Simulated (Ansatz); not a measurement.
**N2H (dinitrogen monohydride) at UBHLYP/STO-3G**

Aim: the electronic atomisation energy of N2H (dinitrogen monohydride) at UBHLYP/STO-3G, from 3 runs. 

The results are computed with Ansatz 0.2.0.

22 further runs of the same task are left out: 22 set aside as unsound or not needed.

### 1 Starting point

N2H: 3 atoms, total charge 0, spin state doublet. SMILES: `[N]=N`. Geometry: relaxed at PBE0-D4/def2-TZVP.

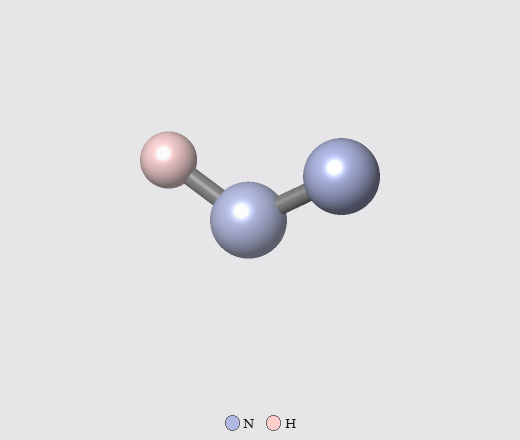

Viewed from a chosen angle; nitrogen light blue, hydrogen pink.

### 2 The energy at UBHLYP/STO-3G

The input, molecule.yaml:

```yaml
crystal:
  periodic: [false, false, false]
  atoms:
    - {symbol: N, position_ang: [0.710530, -0.606720, 0.326180]}
    - {symbol: "N", position_ang: [-0.268660, -0.217710, -0.170100]}
    - {symbol: H, position_ang: [-0.441870, 0.824430, -0.156080]}
basis:
  gaussian:
    orbitals: STO-3G
magnetization:
  spin_polarized: true
  initial_magnetization: 1
hamiltonian:
  xc: {name: BHLYP}
accuracy: high
```

On the command line:

```bash
$ ansatz run molecule.yaml --threads 1 --pin off --max-ram 3480MiB --events-out events.jsonl --progress --plain --runs-dir runs
```

Log:

```text
Warning: RAYON_NUM_THREADS=1 ignored (pool sized by the plan → 1); use --threads N
Functional definition: BHLYP
  name "BHLYP"
  parameter a = 0.5
  exchange = (1 - a)*b88_x + a*exact_x
  correlation = lyp_c
168 factors; integrals over basis functions are off by at most 1.6e-8 eV
mean field evaluation 1: about -2951.9498 eV, gradient 8.0e0 eV
mean field evaluation 2: about -2951.8465 eV, gradient 1.0e1 eV
mean field evaluation 4: about -2952.3563 eV, gradient 2.8e-1 eV
mean field evaluation 8: about -2952.3660 eV, gradient 4.5e-2 eV
mean field evaluation 16: about -2952.3661 eV, gradient 1.0e-5 eV
mean field -2952.36612518 eV, -108.4974539146 hartree, gradient 6.3e-8 eV, S^2 0.757676; 0 other end points of the search recorded, 0 dependent functions left out
reference -2952.36613797 eV, -108.4974543849 hartree; 8, 7 occupied and 3, 4 virtual orbitals, 168 factors
Total energy: -2952.36613797 eV, -108.4974543849 hartree
```

Run time: 0.64 s. Hardware: 1 thread of Arm Neoverse V2, shared host; peak memory 0.093 GiB.

### 3 The H atom

The input, run.yaml:

```yaml
crystal:
  periodic: [false, false, false]
  atoms:
    - {symbol: H, position_ang: [0.000000, 0.000000, 0.000000]}
basis:
  gaussian:
    orbitals: STO-3G
magnetization:
  spin_polarized: true
  initial_magnetization: 1
accuracy: high
hamiltonian:
  xc: {name: BHLYP}
```

Run the same way, it converges to -0.46466 Eh (log not shown).

### 4 The N atom, same level

The input, job.yaml:

```yaml
basis:
  gaussian:
    orbitals: STO-3G
crystal:
  periodic: [false, false, false]
  atoms:
    - {symbol: "N", position_ang: [0.000000, 0.000000, 0.000000]}
magnetization:
  spin_polarized: true
  initial_magnetization: 3
hamiltonian:
  xc: {name: BHLYP}
accuracy: high
```

On the command line:

```bash
$ ansatz run job.yaml --threads 1 --pin off --max-ram 3480MiB --events-out events.jsonl --progress --plain --runs-dir runs
```

Log, cut to the lines that bear on the results:

```text
Warning: RAYON_NUM_THREADS=1 ignored (pool sized by the plan → 1); use --threads N
[... 5 set-up lines as earlier in the session ...]
15 factors; integrals over basis functions are off by at most 1.1e-9 eV
mean field evaluation 1: about -1466.3155 eV, gradient 1.8e-9 eV
mean field evaluation 2: about -1466.3154 eV, gradient 1.2e-9 eV
mean field -1466.31544268 eV, -53.8860986141 hartree, gradient 0.0e0 eV, S^2 3.750000; 0 other end points of the search recorded, 0 dependent functions left out
reference -1466.31545218 eV, -53.8860989633 hartree; 5, 2 occupied and 0, 3 virtual orbitals, 15 factors
Total energy: -1466.31545218 eV, -53.8860989633 hartree
```

Wall time 0.14 s (1 thread of Arm Neoverse V2, shared host).

### 5 What came out

At UBHLYP/STO-3G:

| quantity | value |
| --- | --- |
| molecule: total energy | -108.49745 Eh |
| molecule: ⟨S²⟩ | 0.758 |
| H atom: total energy | -0.46466 Eh |
| H atom: ⟨S²⟩ | 0.750 |
| N atom: total energy | -53.88610 Eh |
| N atom: ⟨S²⟩ | 3.750 |
| electronic atomisation energy | 7.091 eV |

In words: Taking the molecule apart into free atoms costs 7.09 eV (684 kJ/mol), before zero-point energy and without spin-orbit coupling. In a minimal basis such a difference can be off by several eV, whatever the method.
